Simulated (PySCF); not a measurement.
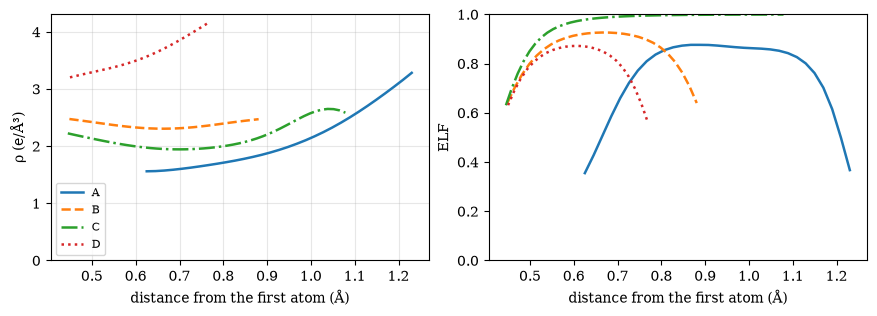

Figure 1: C5H3N3S. Electron density and electron localisation function along straight lines between neighbouring atoms. The curves leave out the atomic cores.

Geometry: GFN2-xTB, MD frame at 250 fs, 200 K.

Level of theory: PBE0/pcSseg-1, SCF density, gas phase, non-relativistic in PySCF 2.14.0.

Input

```
{"job": {"kind": "nmr", "xc": "PBE0", "basis": "pcSseg-1", "pop": false}, "charge": 0, "multiplicity": 1}
N     -4.146000    -0.031800    -0.523300
C     -3.106000    -0.380100    -0.142400
C     -1.864700    -0.693000     0.442000
C     -0.935900     0.198700     0.111700
C      0.467000     0.100400     0.484700
C      1.580900     0.843100     0.036900
N      2.735700     0.471400     0.552700
S      2.430000    -0.879500     1.434100
N      0.835300    -0.953500     1.201700
H     -1.736400    -1.543700     1.096600
H     -1.123800     1.034800    -0.573100
H      1.659500     1.683800    -0.634400
```

Launched as:

```sh
OMP_NUM_THREADS=1 python probes_run.py task.json out
```

Which curve belongs to which contact (C–C, C–H, C–N and S–N)? The first atom named is at distance zero.

Curve A: S–N (1.61 Å): ρ is about 1.7 e/Å³ halfway; the ELF peaks at about 0.90 between the atoms (localised, covalent bonding). Curve B: C–C (1.33 Å): ρ at the midpoint is about 2.3 e/Å³; the ELF peaks at about 0.95 between the atoms: a short, multiple covalent bond. Curve C: C–H (1.08 Å): the density is about 2.1 e/Å³ at the midpoint; the ELF climbs to about 1 towards the hydrogen, as it does in any bond to H (an ordinary covalent bond to hydrogen). Curve D: C–N (1.16 Å): ρ at the midpoint is about 3.4 e/Å³; the ELF peaks at about 0.85 between the atoms; a multiple bond.
